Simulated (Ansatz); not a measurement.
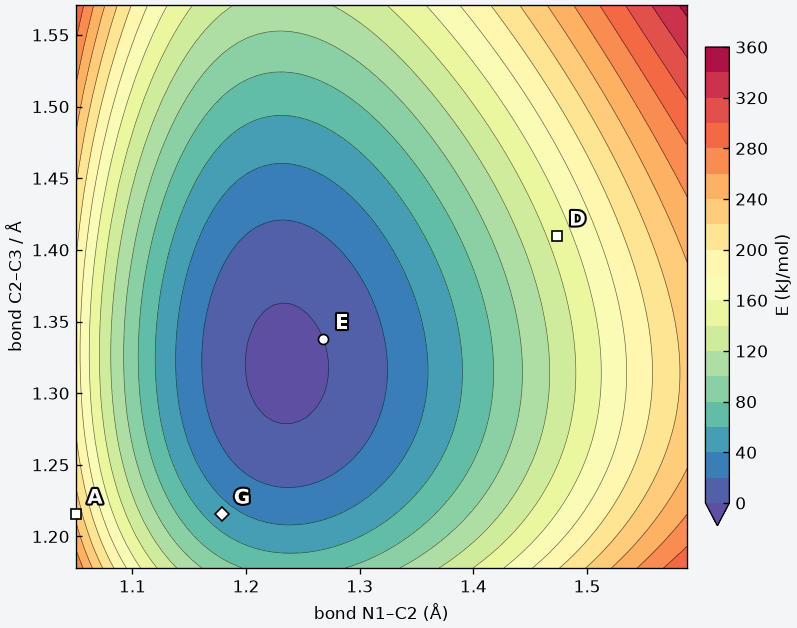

C₂H₂FN, SMILES N=C=CF. Two internal coordinates are moved rigidly from the geometry relaxed at PBE0-D4/def2-TZVP, all others fixed. First axis: bond N1–C2. Second axis: bond C2–C3. The grid has 7 × 7 points. All energies are given in kJ/mol relative to the lowest grid point. Computed with Ansatz 0.2.0, RHF-CCSD(T), frozen core/def2-TZVPP.

Drawn: filled contours, lettered points. Between grid points the surface is interpolated.

What kind of point is each of D, E: minimum, saddle, maximum or slope?

Answer. D: on a slope; E: minimum. (In these two coordinates alone; a stationary point may lie a little off the grid point.)

Rank the lettered points by energy, lowest first.

Answer. E (0 kJ/mol), G (48 kJ/mol), D (148 kJ/mol), A (235 kJ/mol).
